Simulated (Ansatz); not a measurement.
In doubt: masses and optical values from hybrid runs of this build are listed as unsure (in some of the runs), which bears on the screening that GW takes from such a start.

Consider MoSeO (2H monolayer (Janus)).

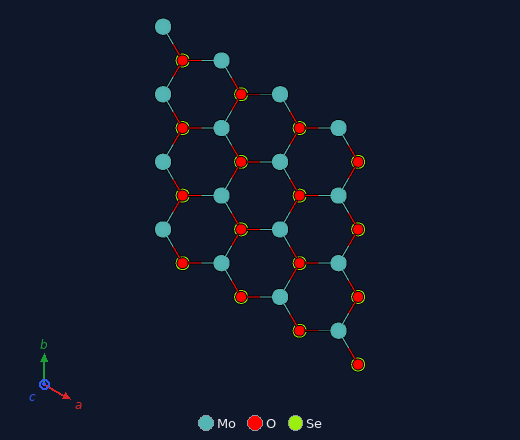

The structure (molybdenum teal, oxygen red, selenium green). 4×4×1 cells are drawn.

The cell holds 3 atoms: 1 Mo, 1 O and 1 Se. Cell: a = 3.009 Å, b = 3.009 Å, c = 28.900 Å, α = 90.0°, β = 90.0°, γ = 120.0°. Vacuum lies along c.

```xyz
3
Lattice="3.0092 0.0000 0.0000 -1.5046 2.6061 0.0000 0.0000 0.0000 28.9000" Properties=species:S:1:pos:R:3
Mo    0.0000    1.7374   14.7825
O     1.5046    0.8687   15.8734
Se    1.5046    0.8687   13.0266
```

The structure was relaxed with LDA. The runs that relaxed it are not among those shown.

Gaps computed with Ansatz 0.2.0 without a self-energy: HSE06 1.46 eV, r2SCAN 1.00 eV and PBE0 2.14 eV.

What gap should G0W0 on HSE06 give (6×6×1 mesh, 204 empty bands, screening to 54 eV, PAW set soft_1 files)?

About 1.87 eV: on its mesh the run moves the gap from 1.46 eV by +0.41 eV. Among the scalar-relativistic levels given, PBE0 is nearest (+0.27 eV). Bands and cutoff are finite, so the gap is not at the basis limit. The miss can reach some tenths of an eV and take either sign; the mesh is an error of its own. The mesh in the plane is coarse for a sheet; gap and any exciton binding can still move on denser ones. The many-body steps are scalar-relativistic: spin-orbit coupling is not in them.

[Paths, hosts, dates, memory and timing lines, banners, echoed tables and standing remarks are left out of the program output.]

[Logs are printed without paths, hosts, clocks, repeated set-up lines and the standing remarks that a program may print on its own settings, such as how far it seeks lower states.]

[Runs of the session that timed out or met a known fault of the program may be left out.]

[Cells called generated may have been cut or substituted from an entry of the Crystallography Open Database or the Materials Project.]

[Hosts, paths, dates, database ids (printed as entryN), source tags and the programs' standing remarks are cut or masked in the printed files.]
